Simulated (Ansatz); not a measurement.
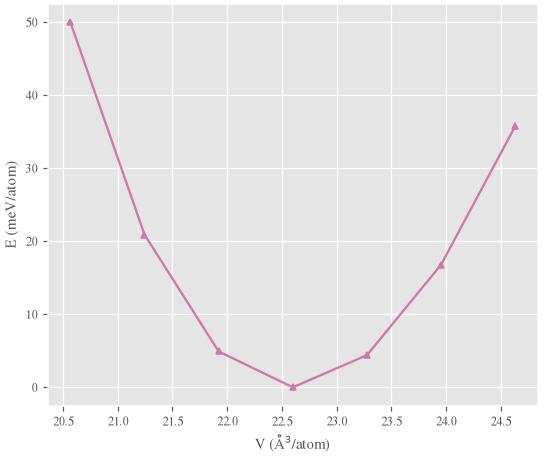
ZnSnP2 (chalcopyrite, I-42d) under volume change, the program Ansatz at the r²SCAN level (PAW), shape and atoms relaxed at each volume.

Q: What does a third-order Birch–Murnaghan fit give for V₀, B₀ and B′?

A: V₀ = 22.60 Å³/atom, B₀ = 73.5 GPa, B′ = 4.5.

The r²SCAN relaxation kept the symmetry of its start. Scalar-relativistic: spin–orbit coupling is off unless named, which matters more the heavier the elements.

Potentials: the later of the program's two PAW sets.
